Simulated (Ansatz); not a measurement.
# Geometry relaxation of BSiH$_{2}$Cl$_{3}$

BSiH$_{2}$Cl$_{3}$, SMILES B[Si](Cl)(Cl)Cl, computed with RKS PBE0-D4/def2-TZVP (Ansatz 0.2.0).

The geometry: PBE-D4/def2-SVP start. Figures and captions count atoms from 1; the log counts them from 0 in places.

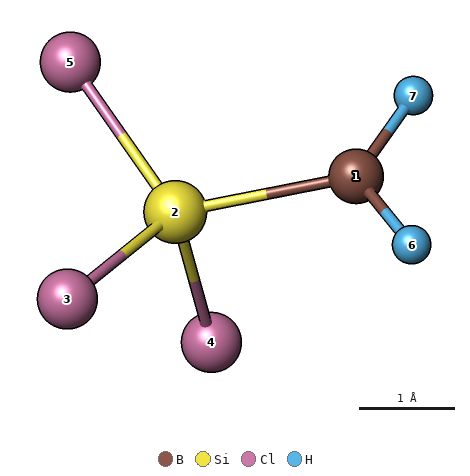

Fig. 1: The structure as given in the input (ball-and-stick view, seen at a tilt; atoms are numbered from 1 in the order of the input).

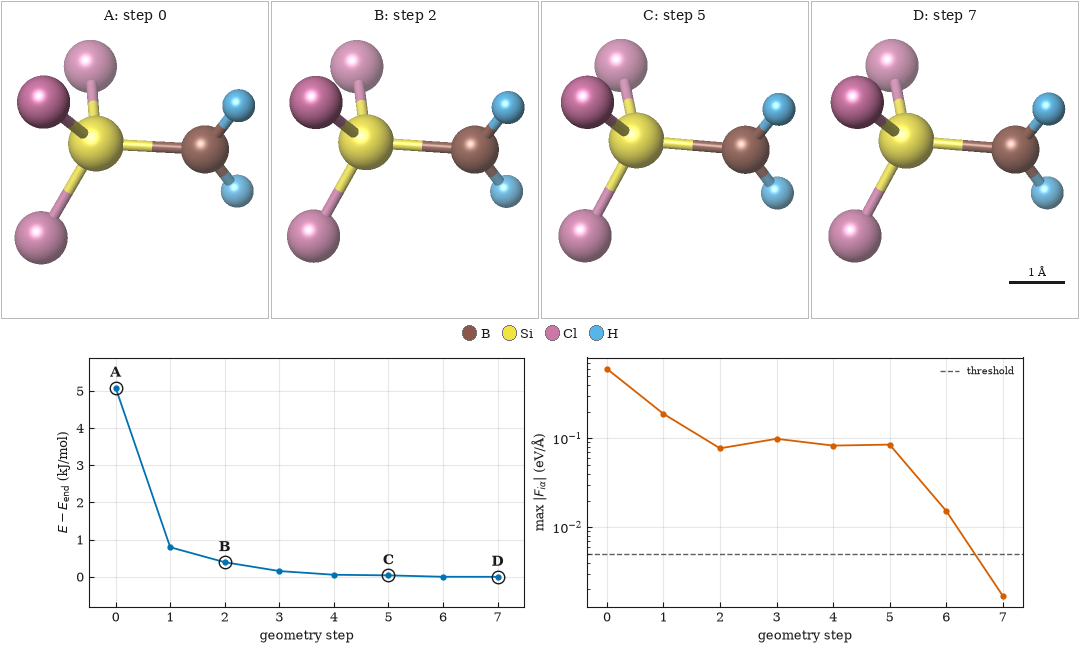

Fig. 2: Frames of the relaxation (ball-and-stick view, seen at a tilt) above the curves, on which the letters mark them (the first geometry is step 0 here and step 1 in the log).

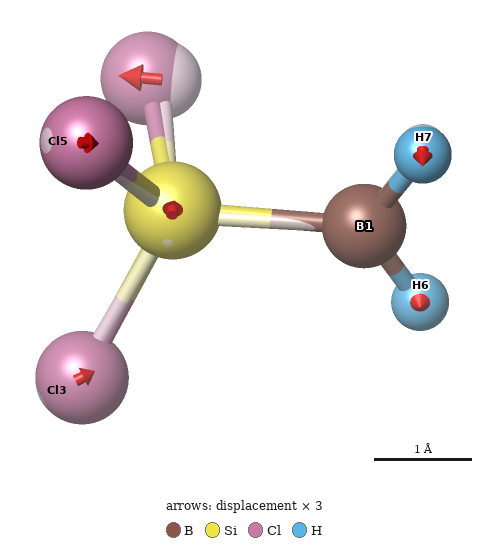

Fig. 3: Start (faint) and end (solid) with the displacements as red arrows, magnified 3 times (ball-and-stick view, seen at a tilt). The two geometries are laid on each other by the best rigid fit. The largest move after the best rigid fit is that of Cl4, 0.15 Å. Largest moves by element: Cl 0.15 Å, Si 0.08 Å, H 0.07 Å, B 0.01 Å. Among the contacts that change: Si2–Cl4 2.092 → 2.050 Å, Si2–Cl3 2.070 → 2.041 Å, B1–H6 1.213 → 1.192 Å, B1–Si2 1.991 → 1.997 Å. Among the angles that change: B1–Si2–Cl4 96.5° → 103.4°, B1–Si2–Cl3 116.7° → 114.0°. Over 7 geometry steps the energy falls by 5.09 kJ/mol. Largest force component: 0.61 eV/Å at the start, 0.0017 eV/Å at the end. (Atoms are counted from 1 in the order of the input.)

These pictures come from the run below.

## Input file
```yaml
crystal:
  periodic: [false, false, false]
  atoms:
    - {symbol: B, position_ang: [0.271167, 0.166126, 1.223518]}
    - {symbol: Si, position_ang: [-0.134847, 0.033703, -0.721489]}
    - {symbol: Cl, position_ang: [-1.923154, 0.861525, -1.355826]}
    - {symbol: Cl, position_ang: [-0.278821, -2.052271, -0.793606]}
    - {symbol: Cl, position_ang: [1.347319, 0.658959, -2.024605]}
    - {symbol: H, position_ang: [-0.639648, 0.195959, 2.023883]}
    - {symbol: H, position_ang: [1.419184, 0.067999, 1.602326]}
basis:
  gaussian: {orbitals: def2-TZVP}
hamiltonian: {xc: pbe0, dispersion: d4}
relax: {f_tol: 0.005, max_steps: 150}
```

Launch command:
```bash
ansatz run in.yaml --threads 4 --pin off --events-out ev --progress --plain --max-ram 10444MiB
```

## What the program printed
```
Functional definition: PBE0
  name "PBE0"
  cite "Adamo & Barone, J. Chem. Phys. 110, 6158 (1999) doi:10.1063/1.478522"
  cite "Perdew, Burke & Ernzerhof, Phys. Rev. Lett. 77, 3865 (1996) doi:10.1103/PhysRevLett.77.3865"
  parent pbe
  parameter a = 0.25
  parameter kappa = 0.804
  parameter beta = 0.06672455060314922
  exchange = (1 - a)*pbe_x(kappa = kappa, mu = beta*pi^2/3) + a*exact_x
  correlation = pbe_c(beta = beta)
1329 factors; their error is unknown
mean field evaluation 1: about -46141.4547 eV, gradient 2.0e1 eV
mean field evaluation 2: about -46142.0520 eV, gradient 1.4e1 eV
mean field evaluation 4: about -46142.5617 eV, gradient 8.9e-1 eV
mean field evaluation 8: about -46142.7063 eV, gradient 2.1e-1 eV
mean field evaluation 16: about -46142.7064 eV, gradient 2.5e-5 eV
mean field -46142.70637887 eV, -1695.7131827738 hartree, gradient 2.5e-5 eV, S^2 0.000000; 0 other end points of the search recorded, 0 dependent functions left out
the calculation of the forces begins
reference -46142.70641285 eV, -1695.7131840226 hartree; 36, 36 occupied and 155, 155 virtual orbitals, 1329 factors
relax step   1: F+E_penalty+E_count = -46142.93044617 eV  Δ(F+E_penalty+E_count) = +0.000e0 eV  max|allowed force component| = 6.067e-1 eV/Å  Δτ_max = 0.0000 Å  (26 SCF iters, accepted)
these checks for a lower state are left out or cut short: starts, cluster_reference, orbital_swaps, neighbouring_geometries, increment
1329 factors; their error is unknown
mean field -46142.74876908 eV, -1695.7147405851 hartree, gradient 1.9e-5 eV, S^2 0.000000; 0 other end points of the search recorded, 0 dependent functions left out
the calculation of the forces begins
reference -46142.74880287 eV, -1695.7147418269 hartree; 36, 36 occupied and 155, 155 virtual orbitals, 1329 factors
relax step   2: F+E_penalty+E_count = -46142.97490719 eV  Δ(F+E_penalty+E_count) = -4.446e-2 eV  max|allowed force component| = 1.890e-1 eV/Å  Δτ_max = 0.0443 Å  (30 SCF iters, accepted)
these checks for a lower state are left out or cut short: starts, cluster_reference, orbital_swaps, neighbouring_geometries, increment
1329 factors; their error is unknown
mean field -46142.75283730 eV, -1695.7148900896 hartree, gradient 1.8e-5 eV, S^2 0.000000; 0 other end points of the search recorded, 0 dependent functions left out
the calculation of the forces begins
reference -46142.75287108 eV, -1695.7148913309 hartree; 36, 36 occupied and 155, 155 virtual orbitals, 1329 factors
relax step   3: F+E_penalty+E_count = -46142.97908875 eV  Δ(F+E_penalty+E_count) = -4.182e-3 eV  max|allowed force component| = 7.739e-2 eV/Å  Δτ_max = 0.0269 Å  (31 SCF iters, accepted)
these checks for a lower state are left out or cut short: starts, cluster_reference, orbital_swaps, neighbouring_geometries, increment
1329 factors; their error is unknown
mean field evaluation 32: about -46142.6150 eV, gradient 2.0e-2 eV
mean field -46142.75551385 eV, -1695.7149884509 hartree, gradient 1.8e-5 eV, S^2 0.000000; 0 other end points of the search recorded, 0 dependent functions left out
the calculation of the forces begins
reference -46142.75554763 eV, -1695.7149896923 hartree; 36, 36 occupied and 155, 155 virtual orbitals, 1329 factors
relax step   4: F+E_penalty+E_count = -46142.98154914 eV  Δ(F+E_penalty+E_count) = -2.460e-3 eV  max|allowed force component| = 9.904e-2 eV/Å  Δτ_max = 0.0487 Å  (30 SCF iters, accepted)
these checks for a lower state are left out or cut short: starts, cluster_reference, orbital_swaps, neighbouring_geometries, increment
1329 factors; their error is unknown
mean field -46142.75679430 eV, -1695.7150355066 hartree, gradient 1.8e-5 eV, S^2 0.000000; 0 other end points of the search recorded, 0 dependent functions left out
the calculation of the forces begins
reference -46142.75682809 eV, -1695.7150367482 hartree; 36, 36 occupied and 155, 155 virtual orbitals, 1329 factors
relax step   5: F+E_penalty+E_count = -46142.98258158 eV  Δ(F+E_penalty+E_count) = -1.032e-3 eV  max|allowed force component| = 8.304e-2 eV/Å  Δτ_max = 0.0526 Å  (31 SCF iters, accepted)
these checks for a lower state are left out or cut short: starts, cluster_reference, orbital_swaps, neighbouring_geometries, increment
1329 factors; their error is unknown
mean field -46142.75698358 eV, -1695.7150424627 hartree, gradient 1.8e-5 eV, S^2 0.000000; 0 other end points of the search recorded, 0 dependent functions left out
the calculation of the forces begins
reference -46142.75701738 eV, -1695.7150437047 hartree; 36, 36 occupied and 155, 155 virtual orbitals, 1329 factors
relax step   6: F+E_penalty+E_count = -46142.98275144 eV  Δ(F+E_penalty+E_count) = -1.699e-4 eV  max|allowed force component| = 8.522e-2 eV/Å  Δτ_max = 0.0078 Å  (32 SCF iters, accepted)
these checks for a lower state are left out or cut short: starts, cluster_reference, orbital_swaps, neighbouring_geometries, increment
1329 factors; their error is unknown
mean field -46142.75732247 eV, -1695.7150549166 hartree, gradient 1.8e-5 eV, S^2 0.000000; 0 other end points of the search recorded, 0 dependent functions left out
the calculation of the forces begins
reference -46142.75735627 eV, -1695.7150561585 hartree; 36, 36 occupied and 155, 155 virtual orbitals, 1329 factors
relax step   7: F+E_penalty+E_count = -46142.98314364 eV  Δ(F+E_penalty+E_count) = -3.922e-4 eV  max|allowed force component| = 1.531e-2 eV/Å  Δτ_max = 0.0204 Å  (31 SCF iters, accepted)
these checks for a lower state are left out or cut short: starts, cluster_reference, orbital_swaps, neighbouring_geometries, increment
1329 factors; their error is unknown
mean field evaluation 64: about -46142.7573 eV, gradient 1.0e-5 eV
mean field -46142.75731325 eV, -1695.7150545776 hartree, gradient 1.0e-5 eV, S^2 0.000000; 0 other end points of the search recorded, 0 dependent functions left out
the calculation of the forces begins
reference -46142.75734704 eV, -1695.7150558194 hartree; 36, 36 occupied and 155, 155 virtual orbitals, 1329 factors
relax step   8: F+E_penalty+E_count = -46142.98315955 eV  Δ(F+E_penalty+E_count) = -1.592e-5 eV  max|allowed force component| = 1.698e-3 eV/Å  Δτ_max = 0.0022 Å  (24 SCF iters, accepted)
1329 factors; their error is unknown
mean field -46142.75731325 eV, -1695.7150545776 hartree, gradient 1.1e-5 eV, S^2 0.000000; 1 other end points of the search recorded, 0 dependent functions left out
the calculation of the forces begins
reference -46142.75734704 eV, -1695.7150558194 hartree; 36, 36 occupied and 155, 155 virtual orbitals, 1329 factors
Total energy: -46142.98319334 eV, -1695.7233555180 hartree
Atom 0 at     0.273032     0.172559     1.230256 Å, force    -0.000146    -0.000490    -0.000755 eV/Å
Atom 1 at    -0.137714    -0.042574    -0.712587 Å, force    -0.000250     0.001665    -0.001187 eV/Å
Atom 2 at    -1.885444     0.836324    -1.294356 Å, force     0.000706    -0.000029     0.000195 eV/Å
Atom 3 at    -0.310347    -2.072392    -0.941412 Å, force    -0.000043    -0.001698    -0.000259 eV/Å
Atom 4 at     1.333886     0.636899    -1.952827 Å, force    -0.000613    -0.000103     0.000485 eV/Å
Atom 5 at    -0.616200     0.263322     2.019193 Å, force     0.000238     0.000321     0.000732 eV/Å
Atom 6 at     1.403986     0.137863     1.605933 Å, force     0.000108     0.000334     0.000790 eV/Å
Dipole moment:     0.062728     0.070872     0.285111 e Å
```

## Trajectory as extended XYZ (Å, eV, eV/Å), 8 frames, from step=1 to step=8
```
7
Properties=species:S:1:pos:R:3:forces:R:3 step=1 energy=-46142.93045
B     0.2712    0.1661    1.2235    0.0837  -0.0241   0.4136
Si   -0.1348    0.0337   -0.7215   -0.1072  -0.2184  -0.4581
Cl   -1.9232    0.8615   -1.3558    0.5549  -0.2513   0.1805
Cl   -0.2788   -2.0523   -0.7936    0.0274   0.6067  -0.0501
Cl    1.3473    0.6590   -2.0246   -0.4660  -0.1883   0.3896
H    -0.6396    0.1960    2.0239    0.3647   0.0122  -0.3222
H     1.4192    0.0680    1.6023   -0.4575   0.0633  -0.1533
7
Properties=species:S:1:pos:R:3:forces:R:3 step=2 energy=-46142.97491
B     0.2720    0.1665    1.2271    0.0279   0.0299   0.1275
Si   -0.1343    0.0189   -0.7140   -0.0245  -0.1890  -0.0638
Cl   -1.8880    0.8423   -1.3443   -0.0302   0.0272   0.0350
Cl   -0.2858   -2.0339   -0.8333    0.0022   0.0810  -0.0133
Cl    1.3174    0.6437   -1.9997    0.0444   0.0226   0.0195
H    -0.6267    0.2105    2.0172    0.1062   0.0069  -0.0762
H     1.4066    0.0841    1.6011   -0.1261   0.0214  -0.0287
7
Properties=species:S:1:pos:R:3:forces:R:3 step=3 energy=-46142.97909
B     0.2710    0.1720    1.2205    0.0008  -0.0205   0.0096
Si   -0.1366   -0.0013   -0.7195    0.0111  -0.0760   0.0774
Cl   -1.8911    0.8422   -1.3175   -0.0344   0.0219  -0.0308
Cl   -0.2914   -2.0457   -0.8568   -0.0088   0.0073  -0.0454
Cl    1.3307    0.6426   -1.9764    0.0219   0.0183  -0.0423
H    -0.6209    0.2238    2.0087   -0.0108   0.0254   0.0189
H     1.3995    0.0983    1.5953    0.0202   0.0235   0.0127
7
Properties=species:S:1:pos:R:3:forces:R:3 step=4 energy=-46142.98155
B     0.2714    0.1630    1.2254   -0.0007   0.0990  -0.0344
Si   -0.1372   -0.0242   -0.7157    0.0019  -0.0444   0.0234
Cl   -1.8878    0.8402   -1.3048   -0.0076   0.0068  -0.0091
Cl   -0.3015   -2.0605   -0.9021   -0.0083  -0.0194  -0.0349
Cl    1.3324    0.6407   -1.9634    0.0042   0.0060  -0.0114
H    -0.6151    0.2490    2.0134   -0.0605  -0.0200   0.0466
H     1.3990    0.1238    1.6013    0.0711  -0.0281   0.0198
7
Properties=species:S:1:pos:R:3:forces:R:3 step=5 energy=-46142.98258
B     0.2734    0.1765    1.2312   -0.0066  -0.0465  -0.0184
Si   -0.1373   -0.0471   -0.7091   -0.0169   0.0037  -0.0830
Cl   -1.8831    0.8358   -1.2942    0.0052  -0.0079   0.0165
Cl   -0.3125   -2.0762   -0.9511    0.0060   0.0286   0.0209
Cl    1.3318    0.6366   -1.9518    0.0008  -0.0075   0.0174
H    -0.6118    0.2658    2.0204   -0.0610   0.0190   0.0369
H     1.4007    0.1408    1.6087    0.0723   0.0107   0.0097
7
Properties=species:S:1:pos:R:3:forces:R:3 step=6 energy=-46142.98275
B     0.2741    0.1763    1.2345   -0.0202  -0.0441  -0.0852
Si   -0.1380   -0.0501   -0.7118    0.0072   0.0191   0.0295
Cl   -1.8838    0.8343   -1.2918   -0.0071   0.0021   0.0050
Cl   -0.3141   -2.0768   -0.9587    0.0032   0.0011   0.0153
Cl    1.3331    0.6350   -1.9498    0.0087   0.0011   0.0017
H    -0.6136    0.2693    2.0223   -0.0325   0.0127   0.0243
H     1.4035    0.1440    1.6097    0.0407   0.0081   0.0093
7
Properties=species:S:1:pos:R:3:forces:R:3 step=7 energy=-46142.98314
B     0.2731    0.1724    1.2306   -0.0030   0.0002  -0.0145
Si   -0.1377   -0.0411   -0.7129    0.0001  -0.0134   0.0041
Cl   -1.8859    0.8367   -1.2954    0.0042  -0.0017   0.0010
Cl   -0.3099   -2.0724   -0.9393    0.0009   0.0153   0.0000
Cl    1.3339    0.6372   -1.9540   -0.0036  -0.0012   0.0026
H    -0.6162    0.2623    2.0192   -0.0032   0.0006   0.0042
H     1.4039    0.1368    1.6060    0.0046   0.0001   0.0026
7
Properties=species:S:1:pos:R:3:forces:R:3 step=8 energy=-46142.98316
B     0.2730    0.1726    1.2303   -0.0001  -0.0005  -0.0008
Si   -0.1377   -0.0426   -0.7126   -0.0003   0.0017  -0.0012
Cl   -1.8854    0.8363   -1.2944    0.0007   0.0000   0.0002
Cl   -0.3103   -2.0724   -0.9414    0.0000  -0.0017  -0.0003
Cl    1.3339    0.6369   -1.9528   -0.0006  -0.0001   0.0005
H    -0.6162    0.2633    2.0192    0.0002   0.0003   0.0007
H     1.4040    0.1379    1.6059    0.0001   0.0003   0.0008
```

## Results in brief

```json
{"quantity": "outcome", "value": "converged"}
{"quantity": "total energy", "value": "−46142.9832 eV"}
{"quantity": "mean-field energy", "value": "−46142.7573 eV"}
{"quantity": "dispersion energy", "value": "−0.2258 eV"}
{"quantity": "SCF solution under orbital rotations", "value": "stable"}
{"quantity": "largest force (length of the vector) at the end", "value": "0.002 eV/Å"}
{"quantity": "dipole moment", "value": "1.44 D"}
{"quantity": "hardware", "value": "4 threads of Arm Neoverse V2, 23 GiB of memory available, shared host"}
{"quantity": "wall time", "value": "24 s (CPU time 87 s)"}
{"quantity": "peak memory", "value": "0.58 GiB"}
```
